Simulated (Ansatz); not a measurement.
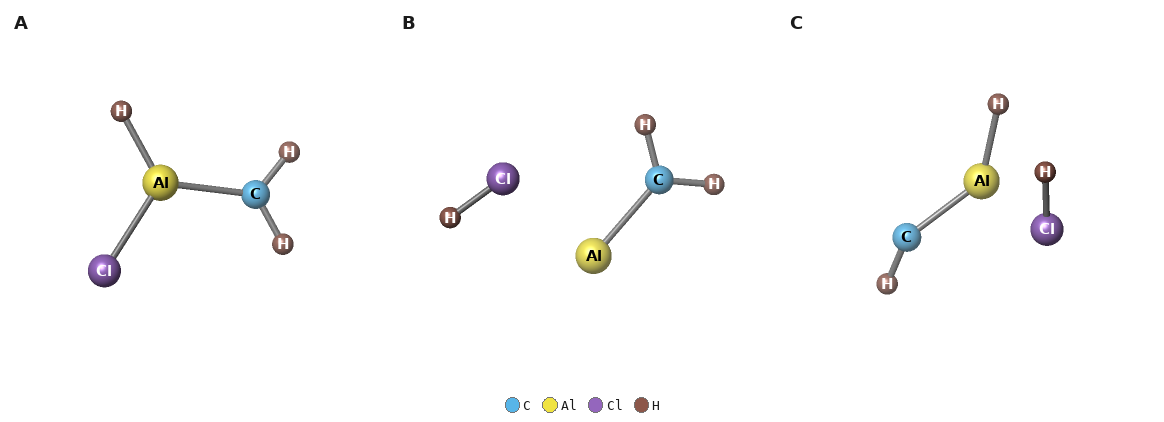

3 stationary structures of one formula. Charge 0, doublet. Geometries: PBE-D4/def2-SVP. Electronic energies: PBE-D4/def2-SVP (Ansatz 0.2.0), without zero-point energy. No frequency run is at hand to confirm each as a minimum.

Question: Which is lowest in energy, and by how much?

Answer: A is lowest (Cs); B lies 60.3 kcal/mol above it (C1), C lies 97.1 kcal/mol above it (C1).
